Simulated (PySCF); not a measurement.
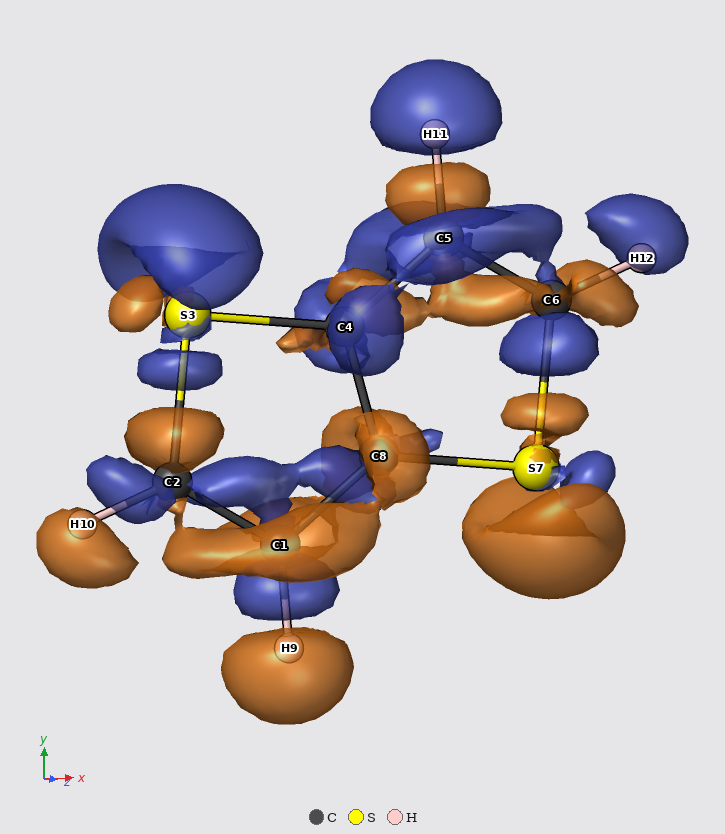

C6H4S2, SMILES `c1csc2ccsc12`. Change of the electron density in a uniform field of 0.26 V/Å, surfaces at ±0.003 e/Å³ (orange: gain, blue: loss).

Level of theory: HF/cc-pVDZ (PySCF), at a geometry from GFN2-xTB. No frequency check shows the geometry to be a minimum. A basis without diffuse functions makes polarisabilities too small. GFN2-xTB bond lengths at metals and heavier atoms can be off by up to 0.1 Å and shapes distorted, which carries into these values.

Q: Along which Cartesian direction does the field point?

A: Along +y: electrons gather on the −y side, against the field.

Q: What dipole is induced, and what polarisability does it imply?

A: The induced dipole is 1.18 D (along the field); α along this axis, from the fields in both directions, is 93 bohr³ (13.8 Å³).

Q: Which atoms gain and lose the most charge?

A: Electrons gather most on S7 (Hirshfeld charge changes by −0.023 e) and leave S3 most (+0.023 e); 0.097 electrons are displaced in all.
